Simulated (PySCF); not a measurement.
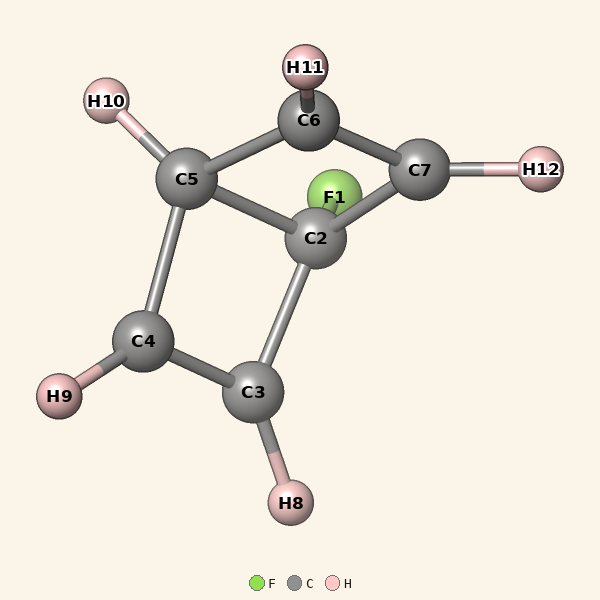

Distant atoms are faded towards the background colour. Computed geometry: PBE0-D3(BJ)/def2-SVP optimisation. No frequency run is at hand to confirm it as a minimum.

### How is the 4-membered ring C2–C5–C6–C7 puckered?

It is planar. The Cremer–Pople amplitude Q is 0.01 Å.

### Give the torsion angles round the ring, beginning with the bond from its second to its third atom.

1°, −1°, 1°, −1°.
